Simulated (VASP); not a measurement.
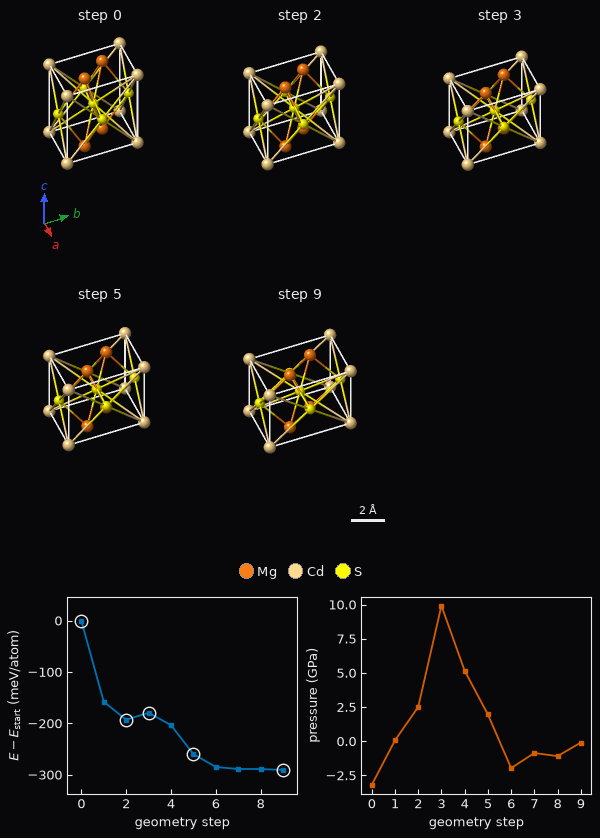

Frames of a relaxation of a crystal of Mg2CdS3 (a generated structure, set up in P6/mmm), marked on the history of the run. Style: ball-and-stick. Shown: the cell of the calculation, from a free direction.

The run lets cell and atoms move.

Method: VASP, Kohn-Sham DFT of a periodic cell, PBE, VASP PAW PBE potentials, recommended.

The input:
```
SYSTEM = Mg2CdS3
  PREC = Normal
  ENCUT = 520
  EDIFF = 1E-4
  ISMEAR = 0
  SIGMA = 0.15
  LREAL = .FALSE.
  LASPH = .TRUE.
  NELM = 60
  ALGO = Fast
  ISIF = 3
  LWAVE = .FALSE.
  LCHARG = .FALSE.
  GGA = PE
  IBRION = 2
  NSW = 24
  EDIFFG = -0.08
```

Command:
```bash
cat potpaw_PBE.64/Mg/POTCAR potpaw_PBE.64/Cd/POTCAR potpaw_PBE.64/S/POTCAR > POTCAR
mpirun -np 1 vasp_std > vasp.out
```

> Describe the path.

No atom moves by more than 0.005 Å relative to the cell. Cell: a = b 5.797 → 6.659 Å (+14.9 %), c 4.479 → 3.443 Å (−23.1 %). Volume +1.5 %. Among the contacts that change: S–S 2.898 → 3.330 Å, Mg–S 2.796 → 2.581 Å, Cd–S 3.663 → 3.748 Å. Among the angles between lasting bonds that change: Mg–S–Mg 106.5° → 83.7°, S–Mg–S 106.5° → 83.7°, Mg–S–Mg 73.5° → 96.3°. The space group stays P6/mmm (No. 191). After 9 geometry steps the energy has fallen by 291 meV per atom. All forces vanish by symmetry, so only the cell relaxes. Pressure: −3.19 GPa at the start and −0.10 GPa at the end. It ran on 1 thread of Intel(R) Xeon(R) Platinum 8488C (Sapphire Rapids) (shared host). From step 0 to 2: volume −9.4 %, energy −193 meV per atom. From step 2 to 3: volume −6.8 %, energy +13.9 meV per atom. From step 3 to 5: volume +12.1 %, energy −80.5 meV per atom. From step 5 to 9: volume +7.3 %, energy −31.0 meV per atom.
